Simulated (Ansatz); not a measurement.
```xyz
13

Si   -1.2915   -0.0438    0.3207
N     1.6006   -0.4496    0.7509
H    -2.7473    0.2536    0.1257
H    -1.2212   -1.4066    0.9166
Si   -0.1432    0.0334   -1.7125
H     2.4540   -0.2070    0.2639
O    -0.7289    1.1014    1.3973
H     1.7528   -1.3302    1.2258
H     1.4217    0.2624    1.4493
H    -1.0705    0.3242   -2.8487
H     0.5126   -1.2685   -2.0059
H     0.8790    1.1147   -1.7016
H    -1.4182    1.6161    1.8185
```

The product side of a reaction path; geometry: PBE0-D4/def2-TZVP; a saddle point, not a minimum.

Computed with Ansatz, RKS PBE0-D4/def2-TZVPP.

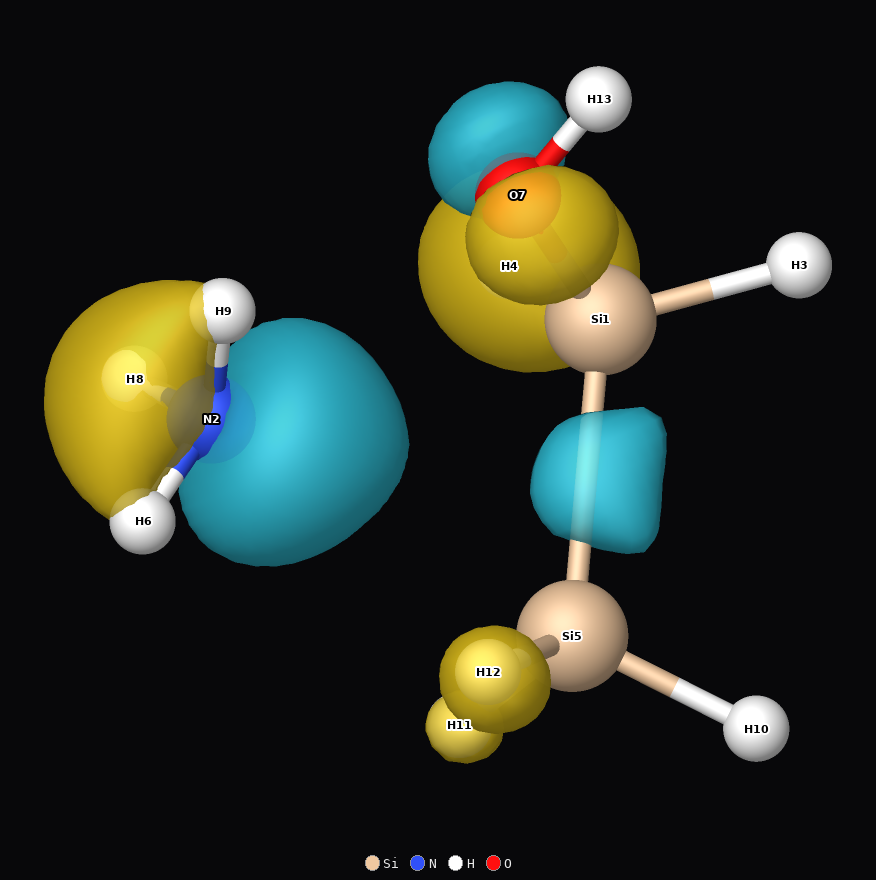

H₆OSi₂···NH₃. The HOMO−1 at ±0.15 Å⁻³ᐟ² (yellow and cyan are the two phases), seen across its widest extent.

> Describe this orbital and give its energy.

It lies mainly on N2 (about 40 %), Si1 (about 15 %), H4 (about 10 %), O7 (about 10 %) and Si5 (about 10 %). Its energy is −8.09 eV.
